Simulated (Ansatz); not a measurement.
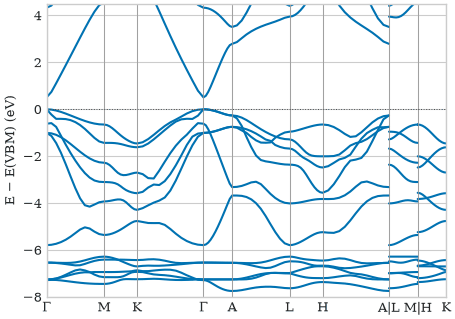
Band structure from plane-wave PAW PBEsol (Ansatz code)

**Question.** Read off the gap and where the band edges lie.

**Answer.** About 0.5 eV (0.51 eV by a search for the band edges); maximum at Γ, minimum at Γ.

**Question.** Which of these materials gives this?
A. CdGaNO, P3m1 (Ga on 1b, Cd on 1c, O on 1b, N on 1c)
B. SiBCN, P3m1 (B on 1b, Si on 1c, C on 1b, N on 1c)
C. Ga2O3, La2O3 or Ni2Al3 type
D. Bi2SO2, P-3m1 (Bi on 2d, S on 1b, O on 2d)

**Answer.** A, CdGaNO, P3m1 (Ga on 1b, Cd on 1c, O on 1b, N on 1c)

The start of the workflow was typed in or built on a structure type; neither database checked (COD, Materials Project) lists it. Whether it is the stable phase at ambient conditions was not checked. Symmetry was held in the PBEsol relaxation; whether a distortion lowers the energy is not shown. Scalar-relativistic: spin–orbit coupling is off unless named, which matters more the heavier the elements.

Potentials: the earlier of the program's two PAW sets. The files were generated under PBE; for other functionals the program regenerates the frozen cores, and for LDA and PBEsol the local potential too.
